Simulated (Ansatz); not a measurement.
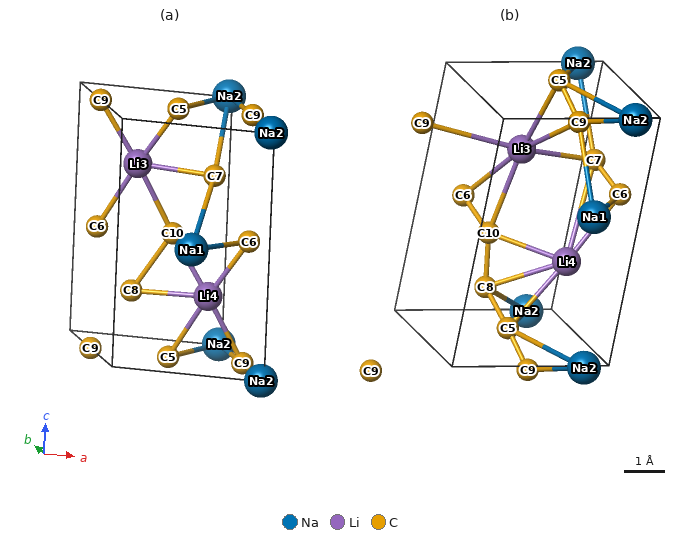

The structure of crystalline NaLiC3 (a generated structure, set up in P1) (coarse preliminary run) before (left) and after (right) a relaxation, at one scale.

Style: ball-and-stick. Shown: the cell of the calculation, slightly off an axis.

Method: Ansatz, DFT PBE, scalar-relativistic, plane waves, PAW. (plane-wave cutoff 420 eV; k-point mesh 6 × 6 × 4; occupations gaussian; smearing width 0.1 eV; no spin polarisation; cell and atoms relaxed; force threshold 0.015 eV/Å; at most 120 steps)

What changed between the two?

Answer. The run was cut off at its time limit before the relaxation converged, so the last structure is only a point on the way. The energy falls by 1401 meV per atom in 29 geometry steps. The largest force component goes from 1.4 to 0.19 eV/Å. The pressure goes from −3.87 to −0.04 GPa. The atom that moves furthest relative to the cell is C9 (1.82 Å roughly along [−3 −2 −1]). By element the largest moves are C 1.82 Å, Na 1.19 Å, Li 0.54 Å. The volume changes by +11.8 %, with a 3.883 → 4.076 Å (+5.0 %), b 5.237 → 6.037 Å (+15.3 %), c 6.692 → 6.638 Å (−0.8 %), α 101.1° → 95.4°, β 89.9° → 74.5°, γ 111.3° → 118.1°. Some distances before and after: C5–C9 1.995 → 3.646 Å, C8–C9 1.950 → 3.575 Å, Na1–C10 2.598 → 4.209 Å, C5–C7 1.987 → 3.495 Å. New bonds form: C5–C8 (1.97 → 1.40 Å), C5–C9 (1.89 → 1.26 Å), C6–C10 (1.91 → 1.41 Å), C6–C7 (1.91 → 1.26 Å). Bonds break: Li3–C7 (1.93 → 3.17 Å), Li4–C9 (1.98 → 2.97 Å), Na1–C7 (2.59 → 3.96 Å), Na2–C9 (2.66 → 3.89 Å). Among the angles between lasting bonds that change: Li3–C10–Li4 169.5° → 86.7°, Na2–C5–Li4 90.1° → 143.9°, C5–Li4–C10 117.7° → 69.6°. The space group stays P1 (No. 1). Cost: 5.4 min on 1 thread of AMD EPYC 9R45 96-Core Processor (Zen 5), on a shared host, peak memory 0.6 GiB.
